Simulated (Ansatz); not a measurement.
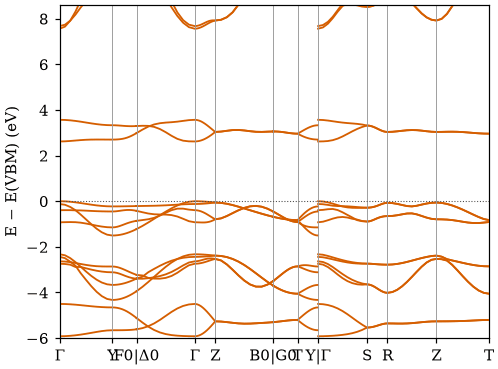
Fig. 1. Band structure from the program Ansatz at the r²SCAN+D4 level (PAW)

Problem. Read off the gap and where the band edges lie.

Solution. About 2.6 eV (2.62 eV by a search for the band edges); maximum at Γ, minimum at Γ.

The material is Cl (molecular I2 type, Cmce).

Symmetry was held in the r²SCAN+D4 relaxation. The substance is a gas or liquid at ambient conditions; this is its low-temperature solid.

Potentials: the later of the program's two PAW sets.
